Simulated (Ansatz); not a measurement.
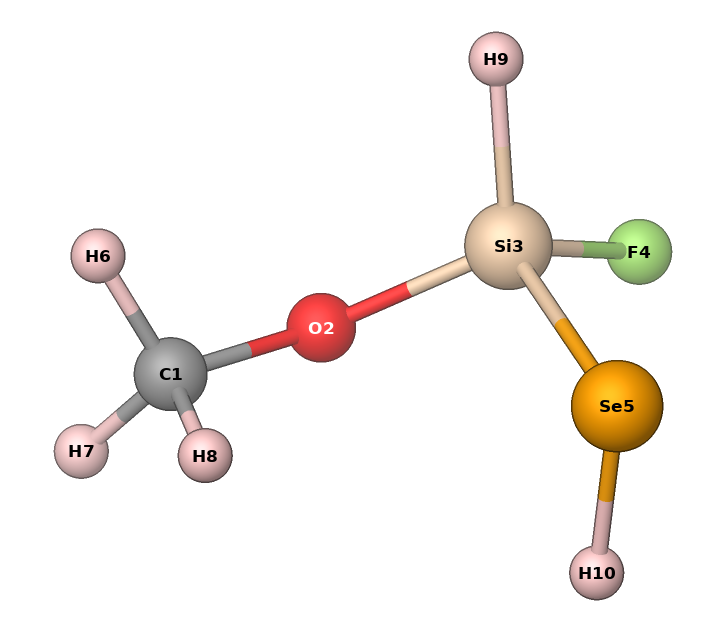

Atoms fade into the background with distance from the viewer. The geometry was computed by an optimisation with PBE-D4/def2-SVP. No frequency run is at hand to confirm it as a minimum.

Question: Find the stereocentres and stereogenic double bonds.

Answer: Centres: Si3.

Question: Give the R/S and E/Z labels.

Answer: Si3: R (priorities Se5 > F4 > O2 > H9).

Question: Write the isomeric SMILES.

Answer: CO[Si@H](F)[SeH]
